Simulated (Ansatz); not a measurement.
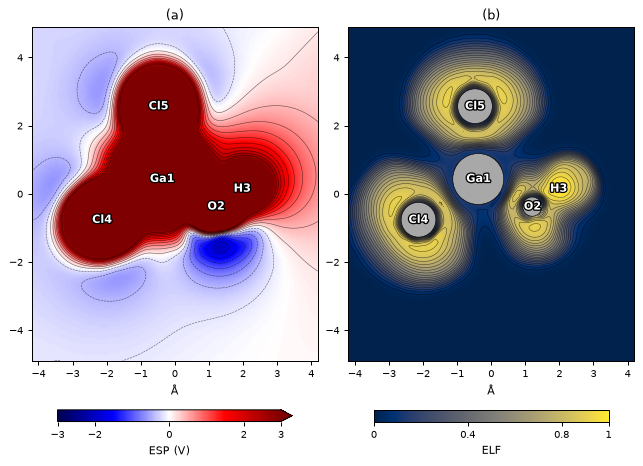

The picture shows: Cl2GaHO···H4OSi. (a) electrostatic potential; (b) electron localisation function on the plane of atoms O2, Ga1 and Cl5. Grey discs cover the atomic cores in the ELF map.

Not at a stationary point (largest force 1.3 eV/Å).

All numbers below come from RHF/def2-SVP (Ansatz 0.2.0).

| atom | x (Å) | y (Å) | z (Å) |
| --- | --- | --- | --- |
| Ga | -0.2288 | -0.4089 | -0.1065 |
| O | -0.6405 | -0.7037 | 1.6003 |
| H | -1.5553 | -0.7664 | 1.8346 |
| Cl | 1.7532 | -0.8316 | -0.7622 |
| Cl | -1.7634 | 0.1675 | -1.4792 |
| O | 0.5772 | 1.9172 | 1.5669 |
| Si | 1.9548 | 2.7750 | 1.9357 |
| H | 3.0895 | 1.8567 | 2.1809 |
| H | 2.2343 | 3.6434 | 0.7779 |
| H | 1.7451 | 3.5998 | 3.1470 |
| H | 0.2554 | 1.2325 | 2.1773 |

Describe what can be read from this map.

- Atoms in the plane: Ga, O, H and Cl.
- Ga–O (1.78 Å): the ELF peaks at about 0.85 in the valence shell of O, 0.6 Å from its nucleus, and is about 0.20 at the midpoint.
- Ga–Cl (2.13 Å): the ELF peaks at about 0.85 in the valence shell of Cl, 0.8 Å from its nucleus, and is about 0.60 at the midpoint.
- O–H (0.95 Å): the ELF climbs to about 1 towards the hydrogen, as it does in any bond to H; an ordinary covalent bond to hydrogen.
- The ELF also peaks beside Cl4, O2 and Cl5, away from the bonds: lone-pair regions.
- Outside the dense part of the complex the potential is most negative (−2.0 V) near O2.
